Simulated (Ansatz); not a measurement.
Input file:

```
crystal:
  periodic: [false, false, false]
  atoms:
    - {symbol: B, position_ang: [-0.774754, -0.276923, -0.617734]}
    - {symbol: Si, position_ang: [1.164436, -0.021221, -0.050283]}
    - {symbol: H, position_ang: [-1.205836, 0.472241, -1.439240]}
    - {symbol: H, position_ang: [-1.264820, -1.352898, -0.463404]}
    - {symbol: H, position_ang: [-0.779309, 0.408678, 1.109447]}
    - {symbol: Br, position_ang: [-2.181711, 0.775404, 1.327188]}
    - {symbol: H, position_ang: [1.484154, -0.521690, 1.317618]}
    - {symbol: H, position_ang: [1.651950, 1.379702, -0.149446]}
    - {symbol: H, position_ang: [1.905889, -0.863192, -1.034146]}
basis:
  gaussian: {orbitals: def2-TZVPP}
hamiltonian: {xc: pbe0, dispersion: d4}
output: {orbitals: {seedname: orbitals}}
```

Launched as:

```sh
ansatz run in.yaml --threads 4 --pin off --events-out ev --progress --plain --max-ram 9574MiB
```

A transition-state structure; geometry: PBE0-D4/def2-TZVP.

These are results of RKS PBE0-D4/def2-TZVPP (Ansatz), not measurements.

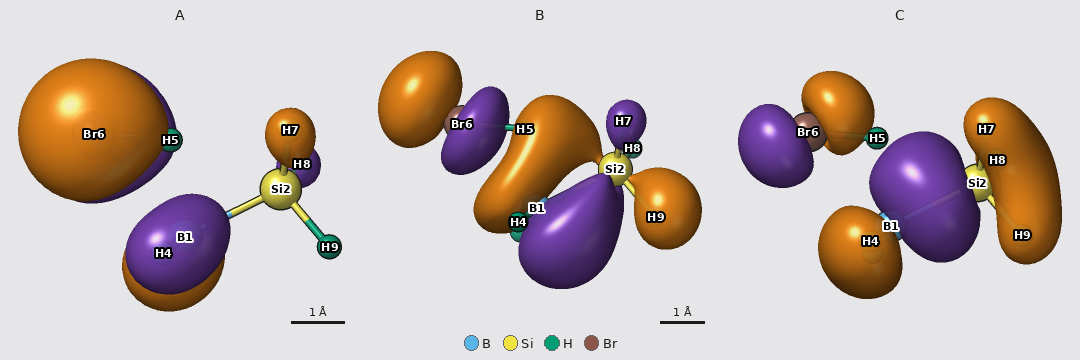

BH$_{5}$Si···HBr. Three frontier orbitals at ±0.08 Å⁻³ᐟ² (orange and purple are the two phases), in no order.

Order the three orbitals by energy and name them.

Answer. A is the HOMO−1 (−9.00 eV). Its weight (Hirshfeld) is mainly on Br6 (about 75 %), B1 (about 10 %) and H3 (about 5 %); largely a lone pair of Br6. C is the HOMO (−8.36 eV). Its weight (Hirshfeld) is mainly on B1 (about 30 %), Si2 (about 30 %), Br6 (about 10 %), H4 (about 5 %) and H3 (about 5 %). B is the LUMO (−2.11 eV). By Hirshfeld shares it lies mainly on B1 (about 35 %), Br6 (about 30 %), Si2 (about 15 %) and H5 (about 5 %).

What is the HOMO–LUMO gap?

Answer. 6.25 eV between the orbital energies.
